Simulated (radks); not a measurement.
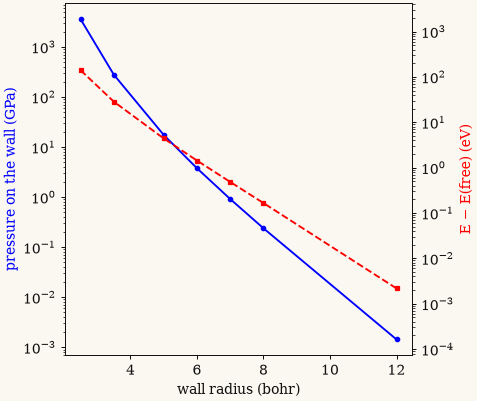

System: a free Nb atom, configuration [Kr] 4d4 5s1 (high spin). It is put inside a hard spherical wall of varying radius. The calculation used the in-house radial solver radks at this level: scalar-relativistic Kohn-Sham, PBEsol, spin-polarised, spherical densities, finite nucleus. The plot shows the pressure on the wall (left axis) and the energy above the free species (right axis).

How do pressure and energy grow as the wall closes in?

The pressure grows from 0.0014 GPa at 12 bohr through 3.8 GPa at 6 bohr to 3600 GPa at 2.5 bohr, and the energy above the free species from 0.00218 eV through 1.43 eV to 140.1 eV. The pressure is −dE/dV with V = 4πR³/3.
